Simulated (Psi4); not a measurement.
Single-point calculation of GaHCl2

GaHCl2, multiplicity 3, SMILES [Cl][GaH][Cl], computed with DSD-PBEP86/cc-pVDZ, UKS (Psi4 1.11).

The geometry is that of the parent species in another charge or spin state. The geometry comes from this level: PBE0-D4/def2-TZVP.

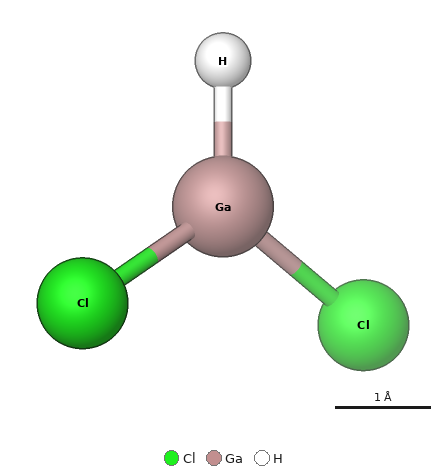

Figure 1. The input geometry (ball-and-stick view, seen at a tilt). Sticks mark near contacts. Bond lengths as drawn: Cl–Ga 2.13 Å and Ga–H 1.54 Å.

### Results in brief

| quantity | value |
| --- | --- |
| outcome | converged |
| total energy | −2844.137516 hartree |
| SCF energy | −2843.951479 hartree |
| basis functions | 68 |
| ⟨S²⟩ | 2.038 |
| hardware | 1 thread of Intel Xeon @ 2.50GHz (Skylake/Cascade Lake), 192 GiB of memory available, shared host |
| wall time | 68 s |
| peak memory | 0.87 GiB |

### Input file (cl2gah.py)
```python
import psi4

psi4.set_memory('1600 MB')
psi4.set_num_threads(1)
psi4.set_output_file('cl2gah.out', False)

with open('cl2gah.xyz') as f:
    atoms = ''.join(f.readlines()[2:])
mol = psi4.geometry('0 3\n' + atoms + 'symmetry c1')

options = {'reference': 'uks', 'puream': True, 'e_convergence': 1e-09, 'd_convergence': 1e-08, 'scf_type': 'pk', 'dft_radial_points': 99, 'dft_spherical_points': 590, 'num_frozen_docc': 19, 'maxiter': 200}
psi4.set_options(options)

e = psi4.energy('dsd-pbep86/cc-pVDZ')
print(f'total energy {e:.8f} hartree = {e * 27.211386:.5f} eV')
for k, v in sorted(psi4.core.scalar_variables().items()):
    print(f'{k:45s} {v:18.10f}')
```

### File cl2gah.xyz
```
4
Cl2GaH
Cl    -1.941100    -0.099200    -0.563400
Ga     0.104300     0.143900    -0.029400
Cl     1.031000    -1.579900     0.805800
H      0.861300     1.474900    -0.233300
```

Launch command:
```bash
python cl2gah.py
```

### Log
```
Psi4 1.11 release

   => Loading Basis Set <=

    Name: CC-PVDZ
    Role: ORBITAL
    Keyword: BASIS

         ---------------------------------------------------------
                                   SCF
                              UKS Reference
                        1 Threads,   1525 MiB Core
         ---------------------------------------------------------

  ==> Geometry <==

    Molecular point group: c1
    Full point group: C1

    Geometry (in Angstrom), charge = 0, multiplicity = 3:

       Center              X                  Y                   Z               Mass
    ------------   -----------------  -----------------  -----------------  -----------------
         CL          -1.771170864192     0.239049774641    -0.607833140771    34.968852682000
         GA           0.274229135808     0.482149774641    -0.073833140771    68.925573500000
         CL           1.200929135808    -1.241650225359     0.761366859229    34.968852682000
         H            1.031229135808     1.813149774641    -0.277733140771     1.007825032230

  Running in c1 symmetry.

  Rotational constants: A =      0.33907  B =      0.07474  C =      0.06124 [cm^-1]
  Rotational constants: A =  10164.92204  B =   2240.56354  C =   1835.89377 [MHz]
  Nuclear repulsion =  320.883756287672384

  Charge       = 0
  Multiplicity = 3
  Electrons    = 66
  Nalpha       = 34
  Nbeta        = 32

  ==> Algorithm <==

  SCF Algorithm Type is PK.
  DIIS enabled.
  MOM disabled.
  Fractional occupation disabled.
  Guess Type is SAD.
  Energy threshold   = 1.00e-09
  Density threshold  = 1.00e-08
  Integral threshold = 1.00e-12

  ==> Primary Basis <==

  Basis Set: CC-PVDZ
    Blend: CC-PVDZ
    Number of shells: 30
    Number of basis functions: 68
    Number of Cartesian functions: 72
    Spherical Harmonics?: true
    Max angular momentum: 2

  ==> DFT Potential <==

   => LibXC <=

    Version 7.1.2

   => Composite Functional: DSD-PBEP86 <=

    DSD-PBEP86 SCS Double Hybrid XC Functional (not dispersion corrected)

    Deriv               =              1
    GGA                 =           TRUE
    Meta                =          FALSE

    Exchange Hybrid     =           TRUE
    MP2 Hybrid          =           TRUE

   => Exchange Functionals <=

    0.2800     XC_GGA_X_PBE

   => Exact (HF) Exchange <=

    0.7200               HF

   => Correlation Functionals <=

    0.4400     XC_GGA_C_P86

   => MP2 Correlation <=

    MP2 SCS Hybrid      =           TRUE
    MP2 OS Alpha        =       0.510000
    MP2 SS Alpha        =       0.360000

   => LibXC Density Thresholds  <==

    XC_GGA_C_P86:  1.00E-15
    XC_GGA_X_PBE:  1.00E-15

   => Molecular Quadrature <=

    Radial Scheme          =       TREUTLER
    Pruning Scheme         =           NONE
    Nuclear Scheme         =       TREUTLER

    Blocking Scheme        =         OCTREE
    BS radius alpha        =              1
    Pruning alpha          =              1
    Radial Points          =             99
    Spherical Points       =            590
    Total Points           =         220566
    Total Blocks           =           1697
    Max Points             =            256
    Max Functions          =             68
    Weights Tolerance      =       1.00E-15

  ==> Integral Setup <==

  Using in-core PK algorithm.
   Calculation information:
      Number of atoms:                   4
      Number of AO shells:              30
      Number of primitives:            195
      Number of atomic orbitals:        72
      Number of basis functions:        68

      Integral cutoff                 1.00e-12
      Number of threads:                 1

  Performing in-core PK
  Using 5506062 doubles for integral storage.
  We computed 104948 shell quartets total.
  Whereas there are 108345 unique shell quartets.

  ==> DiskJK: Disk-Based J/K Matrices <==

    J tasked:                  Yes
    K tasked:                  Yes
    wK tasked:                  No
    Memory [MiB]:              753
    Schwarz Cutoff:          1E-12

  Cached 100.0% of DFT collocation blocks in 0.381 [GiB].

  Minimum eigenvalue in the overlap matrix is 2.4577695679E-02.
  Reciprocal condition number of the overlap matrix is 7.5957817159E-03.
    Using symmetric orthogonalization.

  ==> Pre-Iterations <==

  SCF Guess: Superposition of Atomic Densities via on-the-fly atomic UHF (no occupation information).

   -------------------------
    Irrep   Nso     Nmo
   -------------------------
     A         68      68
   -------------------------
    Total      68      68
   -------------------------

  ==> Iterations <==

                        Total Energy        Delta E     RMS |[F,P]|

   @UKS iter SAD: -2839.91716228614041   -2.83992e+03   0.00000e+00
   @UKS iter   1: -2843.11418337999385   -3.19702e+00   1.65428e-02 DIIS/ADIIS
   @UKS iter   2: -2843.37830015862528   -2.64117e-01   1.54480e-02 DIIS/ADIIS
   @UKS iter   3: -2843.91580616315196   -5.37506e-01   2.88084e-03 DIIS/ADIIS
   @UKS iter   4: -2843.94847958388709   -3.26734e-02   6.33762e-04 DIIS/ADIIS
   @UKS iter   5: -2843.95062519938483   -2.14562e-03   2.37385e-04 DIIS/ADIIS
   @UKS iter   6: -2843.95115733483453   -5.32135e-04   1.13388e-04 DIIS/ADIIS
   @UKS iter   7: -2843.95136999155784   -2.12657e-04   5.40374e-05 DIIS
   @UKS iter   8: -2843.95143918179292   -6.91902e-05   2.87197e-05 DIIS
   @UKS iter   9: -2843.95146251751339   -2.33357e-05   1.60152e-05 DIIS
   @UKS iter  10: -2843.95147279524508   -1.02777e-05   1.07713e-05 DIIS
   @UKS iter  11: -2843.95147625364461   -3.45840e-06   7.48666e-06 DIIS
   @UKS iter  12: -2843.95147858236624   -2.32872e-06   2.82927e-06 DIIS
   @UKS iter  13: -2843.95147888434485   -3.01979e-07   1.46706e-06 DIIS
   @UKS iter  14: -2843.95147891818669   -3.38418e-08   1.50744e-06 DIIS
   @UKS iter  15: -2843.95147892302157   -4.83487e-09   1.62894e-06 DIIS
   @UKS iter  16: -2843.95147885683446    6.61871e-08   1.06759e-06 DIIS
   @UKS iter  17: -2843.95147880032073    5.65137e-08   1.99856e-07 DIIS
   @UKS iter  18: -2843.95147879899150    1.32923e-09   2.87537e-08 DIIS
   @UKS iter  19: -2843.95147879899469   -3.18323e-12   1.09371e-08 DIIS
   @UKS iter  20: -2843.95147879899832   -3.63798e-12   8.21484e-09 DIIS
  Energy and wave function converged.

  ==> Post-Iterations <==

   Electrons on quadrature grid:
      Nalpha   =   33.9999995130 ; deviation = -4.870e-07
      Nbeta    =   31.9999995961 ; deviation = -4.039e-07
      Ntotal   =   65.9999991091 ; deviation = -8.909e-07

   @Spin Contamination Metric:   3.808699160E-02
   @S^2 Expected:                2.000000000E+00
   @S^2 Observed:                2.038086992E+00
   @S   Expected:                1.000000000E+00
   @S   Observed:                1.000000000E+00

    Orbital Energies [Eh]
    ---------------------

    Alpha Occupied:

       1A   -376.705882     2A   -103.755984     3A   -103.755964
       4A    -47.455755     5A    -41.926718     6A    -41.925025
       7A    -41.923864     8A    -10.255983     9A    -10.255959
      10A     -7.828917    11A     -7.828896    12A     -7.815812
      13A     -7.815792    14A     -7.814177    15A     -7.814157
      16A     -6.138014    17A     -4.296252    18A     -4.293558
      19A     -4.291939    20A     -1.137513    21A     -1.131972
      22A     -1.114989    23A     -1.113671    24A     -1.110038
      25A     -1.068868    26A     -1.053080    27A     -0.617493
      28A     -0.534420    29A     -0.526382    30A     -0.513781
      31A     -0.502339    32A     -0.487275    33A     -0.422231
      34A     -0.167191

    Alpha Virtual:

      35A      0.022037    36A      0.097022    37A      0.166945
      38A      0.212359    39A      0.278240    40A      0.278353
      41A      0.305885    42A      0.376640    43A      0.385019
      44A      0.421563    45A      0.425108    46A      0.456411
      47A      0.630187    48A      0.655198    49A      0.669466
      50A      0.691360    51A      0.725767    52A      0.767337
      53A      0.801200    54A      0.807535    55A      0.815843
      56A      0.815980    57A      0.867393    58A      0.872956
      59A      0.893025    60A      0.908451    61A      0.940086
      62A      0.990087    63A      1.214214    64A      1.327433
      65A      1.336409    66A      1.605020    67A      1.706929
      68A      2.002474

    Beta Occupied:

       1A   -376.704499     2A   -103.749814     3A   -103.749795
       4A    -47.455123     5A    -41.924662     6A    -41.923808
       7A    -41.923702     8A    -10.249719     9A    -10.249688
      10A     -7.813168    11A     -7.813149    12A     -7.808953
      13A     -7.808934    14A     -7.805015    15A     -7.804997
      16A     -6.135278    17A     -4.295142    18A     -4.291606
      19A     -4.285997    20A     -1.127514    21A     -1.125473
      22A     -1.112174    23A     -1.111272    24A     -1.106436
      25A     -1.020820    26A     -1.002157    27A     -0.578800
      28A     -0.511526    29A     -0.477153    30A     -0.464354
      31A     -0.435365    32A     -0.387066

    Beta Virtual:

      33A     -0.235319    34A      0.051968    35A      0.067673
      36A      0.111571    37A      0.179712    38A      0.230459
      39A      0.288829    40A      0.320198    41A      0.322223
      42A      0.420645    43A      0.422655    44A      0.434150
      45A      0.440764    46A      0.488931    47A      0.661688
      48A      0.664435    49A      0.698447    50A      0.701942
      51A      0.744777    52A      0.801284    53A      0.847315
      54A      0.850380    55A      0.850484    56A      0.861553
      57A      0.883470    58A      0.888430    59A      0.915659
      60A      0.933072    61A      0.967294    62A      1.007325
      63A      1.232706    64A      1.347340    65A      1.351600
      66A      1.601113    67A      1.699076    68A      1.997224

    Final Occupation by Irrep:
              A
    DOCC [    32 ]
    SOCC [     2 ]
    NA   [    34 ]
    NB   [    32 ]

  @UKS Final Energy: -2843.95147879899832

   => Energetics <=

    Nuclear Repulsion Energy =            320.8837562876723837
    One-Electron Energy =               -4593.6853266886391793
    Two-Electron Energy =                1466.2277094842293081
    DFT Exchange-Correlation Energy =     -37.3776178822610277
    Empirical Dispersion Energy =           0.0000000000000000
    VV10 Nonlocal Energy =                  0.0000000000000000
    Total Energy =                      -2843.9514787989983233

  UHF NO Occupations:
  HONO-2 :   32  A 1.9883482
  HONO-1 :   33  A 1.0000000
  HONO-0 :   34  A 1.0000000
  LUNO+0 :   35  A 0.0116518
  LUNO+1 :   36  A 0.0057252
  LUNO+2 :   37  A 0.0006779
  LUNO+3 :   38  A 0.0005821

Computation Completed

Properties will be evaluated at   0.000000,   0.000000,   0.000000 [a0]

Properties computed using the SCF density matrix

 Multipole Moments:

 ------------------------------------------------------------------------------------
     Multipole            Electronic (a.u.)      Nuclear  (a.u.)        Total (a.u.)
 ------------------------------------------------------------------------------------

 L = 1.  Multiply by 2.5417464519 to convert [e a0] to [Debye]
 Dipole X            :          0.0608638           -0.3057143           -0.2448505
 Dipole Y            :          0.1063775           -0.5374662           -0.4310887
 Dipole Z            :         -0.0163962            0.0822271            0.0658309
 Magnitude           :                                                    0.5001229

 ------------------------------------------------------------------------------------

	total time  =         65 seconds =       1.08 minutes

   => Loading Basis Set <=

    Name: (CC-PVDZ AUX)
    Role: RIFIT
    Keyword: DF_BASIS_MP2

	 --------------------------------------------------------
	                          DF-MP2
	      2nd-Order Density-Fitted Moller-Plesset Theory
	              UMP2 Wavefunction,   1 Threads

	 --------------------------------------------------------

	 --------------------------------------------------------
	                 NBF =    68, NAUX =   280
	 --------------------------------------------------------
	   CLASS    FOCC     OCC    AOCC    AVIR     VIR    FVIR
	   ALPHA      19      34      15      34      34       0
	    BETA      19      32      13      36      36       0
	 --------------------------------------------------------

	-----------------------------------------------------------
	 ==================> DF-MP2 Energies <====================
	-----------------------------------------------------------
	 Reference Energy          =   -2843.9514787989983233 [Eh]
	 Singles Energy            =      -0.0000000000000000 [Eh]
	 Same-Spin Energy          =      -0.1093587384359186 [Eh]
	 Opposite-Spin Energy      =      -0.2875840010224739 [Eh]
	 Correlation Energy        =      -0.3969427394583926 [Eh]
	 Total Energy              =   -2844.3484215384569325 [Eh]
	-----------------------------------------------------------
	 ================> DF-SCS-MP2 Energies <==================
	-----------------------------------------------------------
	 SCS Same-Spin Scale       =       0.3600000000000000 [-]
	 SCS Opposite-Spin Scale   =       0.5100000000000000 [-]
	 SCS Same-Spin Energy      =      -0.0393691458369307 [Eh]
	 SCS Opposite-Spin Energy  =      -0.1466678405214617 [Eh]
	 SCS Correlation Energy    =      -0.3815537140389416 [Eh]
	 SCS Total Energy          =   -2844.3330325130373240 [Eh]
	-----------------------------------------------------------

    DSD-PBEP86 Energy Summary
    -------------------------
    DFT Reference Energy                  = -2843.9514787989983233
    Scaled MP2 Correlation                =    -0.1860369863583924
    @Final double-hybrid DFT total energy = -2844.1375157853567543

	total time  =          1 seconds =       0.02 minutes
```

### Standard output
```
total energy -2844.13751579 hartree = -77392.92378 eV
CURRENT ENERGY                                  -2844.1375157854
CURRENT REFERENCE ENERGY                        -2843.9514787990
DD SOLVATION ENERGY                                 0.0000000000
DFT FUNCTIONAL TOTAL ENERGY                     -2843.9514787990
DFT TOTAL ENERGY                                -2844.1375157854
DFT VV10 ENERGY                                     0.0000000000
DFT XC ENERGY                                     -37.3776178823
DOUBLE-HYBRID CORRECTION ENERGY                    -0.1860369864
DSD-PBEP86 DOUBLE-HYBRID CORRECTION ENERGY         -0.1860369864
DSD-PBEP86 TOTAL ENERGY                         -2844.1375157854
GRID ELECTRONS ALPHA                               33.9999995130
GRID ELECTRONS BETA                                31.9999995961
GRID ELECTRONS TOTAL                               65.9999991091
NUCLEAR REPULSION ENERGY                          320.8837562877
ONE-ELECTRON ENERGY                             -4593.6853266886
PCM POLARIZATION ENERGY                             0.0000000000
PE ENERGY                                           0.0000000000
SCF ITERATION ENERGY                            -2843.9514787990
SCF ITERATIONS                                     20.0000000000
SCF TOTAL ENERGY                                -2843.9514787990
TWO-ELECTRON ENERGY                              1466.2277094842
XC GRID RADIAL POINTS                              99.0000000000
XC GRID SPHERICAL POINTS                          590.0000000000
XC GRID TOTAL POINTS                           220566.0000000000
```
